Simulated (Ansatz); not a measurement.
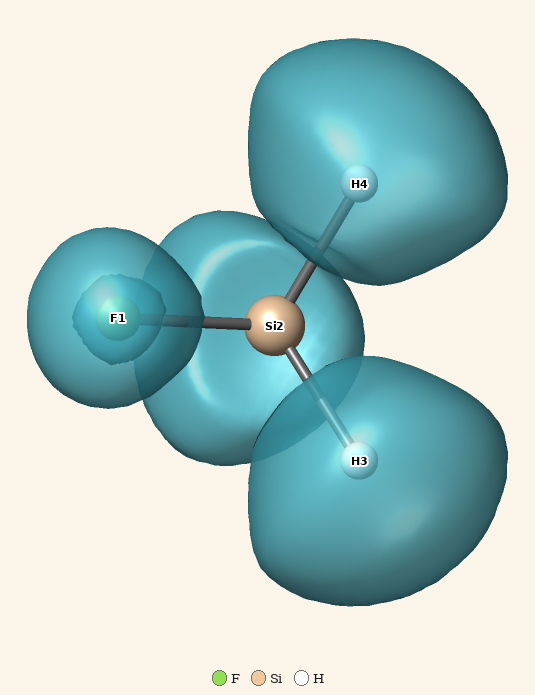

FH2Si (doublet). Isosurface of the ELF at 0.75 (cyan), seen at a tilt. Only the valence region is drawn (cores and ρ < 0.01 e/Å³ removed).

Geometry: PBE0-D4/def2-TZVP.

The calculation used Ansatz, UKS PBE0-D4/def2-TZVPP.

Question: What do the ELF domains correspond to?

Answer: The surface consists of two regions around hydrogen nuclei, one lobe on Si, pointing away from the bonds (non-bonding electrons) and one region wrapped around F (its lone pairs, merged into a ring or cap). Along the contacts the grid gives the following. Si–F (1.60 Å): the ELF peaks at about 0.85 in the valence shell of F, 0.6 Å from its nucleus, and is about 0.50 at the midpoint. Si–H (1.49 Å): the ELF climbs to about 1 towards the hydrogen, as it does in any bond to H.
